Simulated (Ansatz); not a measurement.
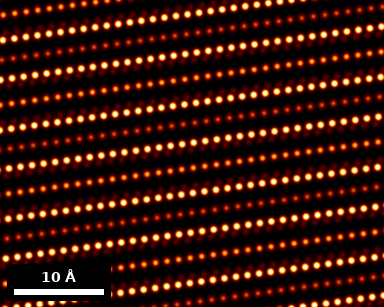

Z-contrast image of a crystal. Simulated incoherent Z contrast: every atom adds Z^1.7 spread by a probe of 0.50 Å full width; channelling and multiple scattering are left out. The display is stretched by a gamma of 0.65; percentages refer to the linear signal.

Give the net of the columns and its spacings.

Answer. The pattern repeats on an oblique net of 1.3 × 9.9 Å with an angle of 93°.

What is the plane group of the image?

Answer. p2: twofold rotation points, no mirror or glide lines.

The crystal is Sr$_{2}$CrClO$_{2}$ (R-3m, No. 166) seen along [310]. Structure used: the geometry relaxed with DFT, PAW plane waves, pbe+U, spin-orbit (Ansatz 0.2.0); the starting structure was generated, so it need not be a known form of this composition.
